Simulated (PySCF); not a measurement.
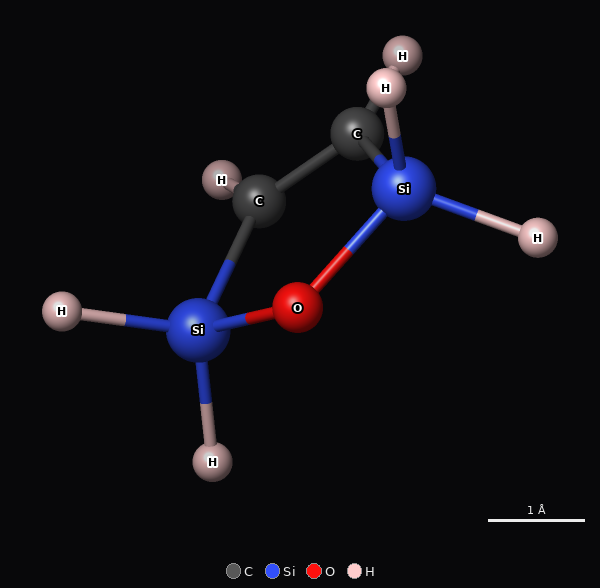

Figure 1. The structure as given in the input (ball-and-stick view, seen at a tilt).

**C2H6OSi2: NMR shielding calculation**

C2H6OSi2, SMILES C1=C[SiH2]O[SiH2]1, computed with GIAO PBE0/6-31G* NMR shielding, non-relativistic, gas phase (PySCF 2.14.0).

The geometry comes from this level: PBE0-D3(BJ)/def2-SVP. Figures and captions count atoms from 1; the log counts them from 0 in places.

**Log**
```
coarse grid: 10232 points
cycle   1  E = -733.5681527683  dE =  4.873e-01  |g| = 7.377e-01  |ddm| = 3.059e+00
cycle   2  E = -733.3669466685  dE =  2.012e-01  |g| = 1.239e+00  |ddm| = 1.585e+00
cycle   3  E = -733.6761537663  dE = -3.092e-01  |g| = 1.056e-01  |ddm| = 1.095e+00
cycle   4  E = -733.6784549273  dE = -2.301e-03  |g| = 4.471e-02  |ddm| = 1.404e-01
cycle   5  E = -733.6790253249  dE = -5.704e-04  |g| = 3.771e-03  |ddm| = 4.861e-02
cycle   6  E = -733.6790295951  dE = -4.270e-06  |g| = 7.409e-04  |ddm| = 6.396e-03
final grid: 89712 points
cycle   7  E = -733.6213420864  dE = -5.575e-06  |g| = 6.577e-03  |ddm| = 1.166e-02
cycle   8  E = -733.6213308002  dE =  1.129e-05  |g| = 9.773e-03  |ddm| = 1.385e-02
cycle   9  E = -733.6213525450  dE = -2.174e-05  |g| = 9.902e-04  |ddm| = 8.178e-03
cycle  10  E = -733.6213527613  dE = -2.163e-07  |g| = 5.572e-05  |ddm| = 8.881e-04
cycle  11  E = -733.6213527623  dE = -1.040e-09  |g| = 1.342e-05  |ddm| = 9.843e-05
cycle  12  E = -733.6213527624  dE = -5.070e-11  |g| = 4.203e-06  |ddm| = 2.239e-05
```

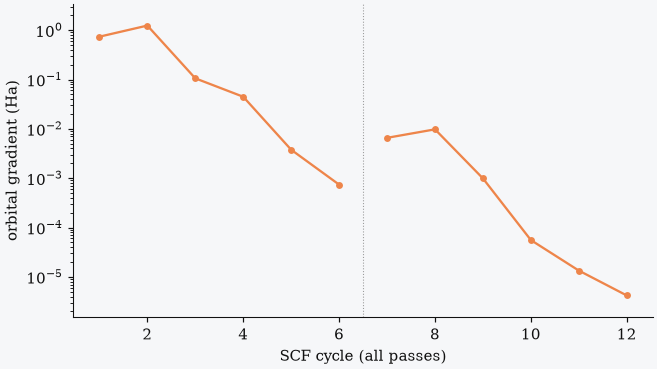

Figure 2. Convergence of the self-consistent field: orbital gradient against the SCF cycle. The dotted line marks the change from a coarse to the final integration grid. The first 6 cycles use a coarse grid, the final grid takes over at cycle 7, and the field converges after 12 cycles in all.

```
converged SCF energy = -733.6213527624

GIAO shielding tensors (ppm)
atom      isotropic    diamagn.    paramagn.     s11        s22        s33       span
  0 C       48.114     256.980    -208.866    -58.640     26.649    176.333    234.974
  1 C       48.097     257.374    -209.277    -58.660     26.592    176.359    235.019
  2 Si     405.661     882.382    -476.721    347.188    384.697    485.098    137.910
  3 O      324.361     392.383     -68.022    265.832    341.115    366.137    100.305
  4 Si     405.604     882.217    -476.613    347.068    384.719    485.024    137.955
  5 H       24.767      28.394      -3.626     22.963     25.299     26.041      3.078
  6 H       24.770      28.962      -4.192     22.962     25.298     26.050      3.088
  7 H       26.380      29.406      -3.026     23.056     24.537     31.547      8.492
  8 H       26.380      29.861      -3.481     23.054     24.534     31.553      8.499
  9 H       26.381      28.836      -2.455     23.055     24.538     31.551      8.496
 10 H       26.381      29.289      -2.908     23.053     24.536     31.552      8.499
```

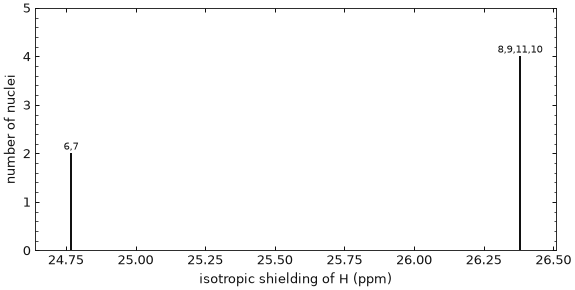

Figure 3. Isotropic shieldings of the hydrogen nuclei in this fixed geometry, labelled by atom number; shielding grows to the right, so chemical shift grows to the left. The least shielded is H6 (24.8 ppm), the most shielded H10 (26.4 ppm).

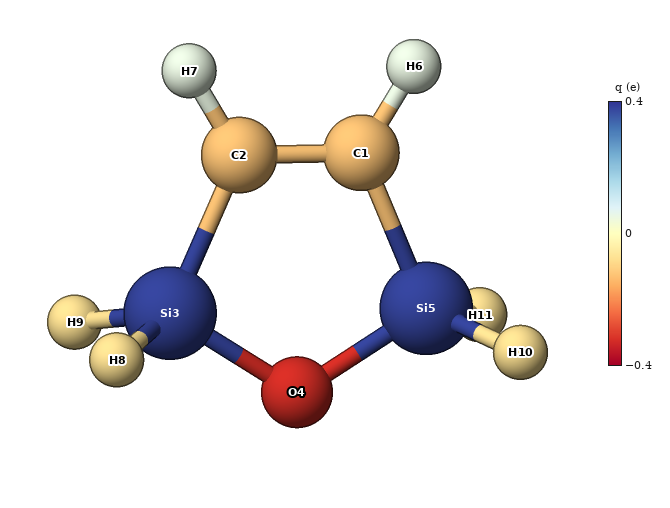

Figure 4. Hirshfeld charges, as the colour of each atom (ball-and-stick view, seen at a tilt; atoms are numbered from 1 in the order of the input). By element: C −0.12, Si +0.38, O −0.32 and H −0.07 to +0.05 e.

This output came from the following input.

**Input**
```
{"job": {"kind": "nmr", "xc": "PBE0", "basis": "6-31G*", "pop": true}, "charge": 0, "multiplicity": 1}
C     -1.328378     1.119779     0.143466
C     -0.057795     1.395201    -0.217951
Si     0.966656    -0.144654    -0.560029
O     -0.195473    -1.313391    -0.251847
Si    -1.699749    -0.723574     0.196941
H     -2.039536     1.923046     0.375409
H      0.299385     2.430563    -0.289825
H      1.452536    -0.229180    -1.968529
H      2.133840    -0.293493     0.357907
H     -2.750635    -1.143369    -0.775873
H     -2.083790    -1.210166     1.554366
```

The first line tells a small driver script what to run in PySCF; the rest is the geometry in Å.

Launched with:
```bash
OMP_NUM_THREADS=1 python <driver script> task.json out
```

**Key numbers**

- outcome: converged
- total energy: −733.621353 hartree
- HOMO: −7.89 eV
- LUMO: −0.58 eV
- dipole moment: 1.77 D
- isotropic shielding, C: 48.1 ppm
- isotropic shielding, Si: 405.6 to 405.7 ppm
- isotropic shielding, O: 324.4 ppm
- isotropic shielding, H: 24.8 to 26.4 ppm
- hardware: 1 CPU thread, shared host
- wall time: 11 s
- peak memory: 0.5 GiB
